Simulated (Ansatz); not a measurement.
C2H6AlN

The calculation's input:

```
crystal:
  periodic: [false, false, false]
  atoms:
    - { symbol: C, position_ang: [-0.4896, 2.3034, -0.5312] }
    - { symbol: "N", position_ang: [-0.3073, 1.3644, 0.2495] }
    - { symbol: Al, position_ang: [0.0345, -0.3865, -0.3991] }
    - { symbol: C, position_ang: [0.4954, -1.8486, 0.9048] }
    - { symbol: H, position_ang: [-0.5323, 2.2081, -1.639] }
    - { symbol: H, position_ang: [-0.7446, 3.347, -0.1355] }
    - { symbol: H, position_ang: [0.1212, -0.6782, -1.9508] }
    - { symbol: H, position_ang: [-1.24983, -1.23079, -0.3028] }
    - { symbol: H, position_ang: [-0.4576, -1.9754, 1.6089] }
    - { symbol: H, position_ang: [1.3097, -1.6022, 1.5483] }
basis:
  gaussian: { orbitals: "6-31G*" }
hamiltonian:
  xc: b3lyp
relax:
  f_tol: 0.02
  max_steps: 50
output:
  orbitals: {}
```

Launched as:

```sh
ansatz run input.yaml --threads 1 --pin off --max-ram 2048MiB --backend cpu --events-out ev --progress --plain --runs-dir out
```

The fields are those of the relaxed geometry.

All numbers below come from RKS B3LYP/6-31G* (Ansatz 0.2.0).

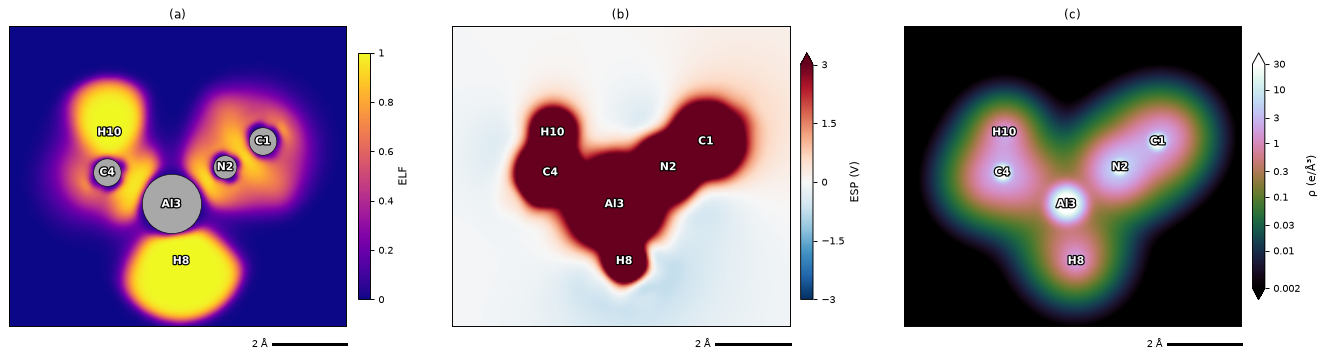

Figure 1. (a) electron localisation function; (b) molecular electrostatic potential; (c) total electron density on the plane of atoms C4, Al3 and H8. Grey discs cover the atomic cores in the ELF map.

What does the map show?

The plane passes through C, N, Al and H nuclei.
C–N (1.25 Å): ρ is about 2.9 e/Å³ halfway; the ELF peaks at about 0.90 between the atoms; a short, multiple covalent bond.
Al–N (1.77 Å): ρ is about 0.75 e/Å³ halfway; the ELF peaks at about 0.95 in the valence shell of N, 0.6 Å from its nucleus, and is about 0.40 at the midpoint.
C–Al (1.96 Å): ρ at the midpoint is about 0.71 e/Å³; the ELF peaks at about 0.95 between the atoms; a shared but strongly polarised pair.
C–H (1.10 Å): ρ is about 1.9 e/Å³ halfway; the ELF climbs to about 1 towards the hydrogen, as it does in any bond to H; a covalent bond by its length.
Al–H (1.59 Å): ρ is about 0.53 e/Å³ halfway; the ELF climbs to about 1 towards the hydrogen.
Outside the dense part of the molecule the potential is most negative (−0.7 V) near H8.

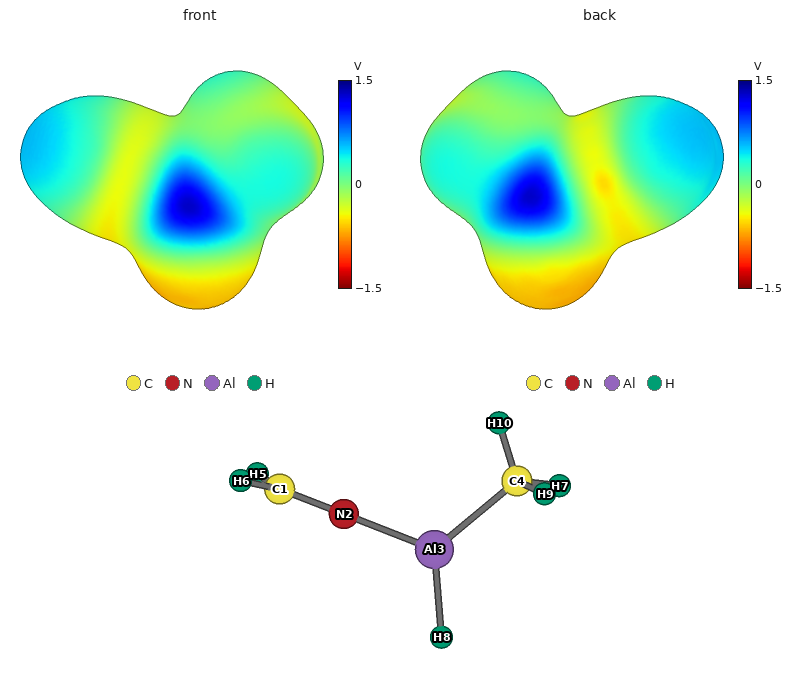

Figure 2. The electrostatic potential painted on the density surface at 0.001 e/bohr³, seen from the front and from behind; red is negative and blue positive. The bare structure is drawn below in the same view.

Where is the surface potential most negative and most positive?

The most negative region (about −0.7 V) lies over H8, the most positive (about +1.3 V) over Al3.

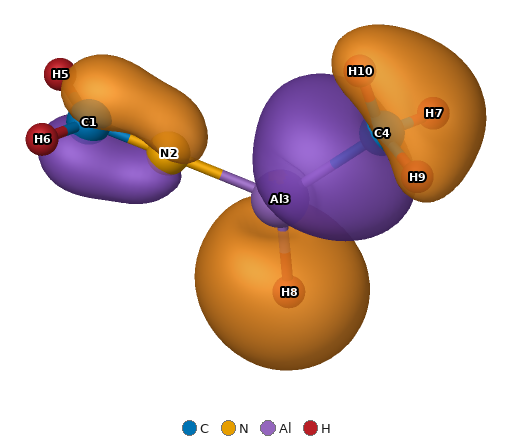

Figure 3. The HOMO−1 at ±0.08 Å⁻³ᐟ² (orange and purple are the two phases), seen at a tilt.

What is the character of this orbital?

By Hirshfeld shares it lies mainly on C4 (about 35 %), Al3 (about 25 %) and H8 (about 20 %). Its energy is −7.51 eV.
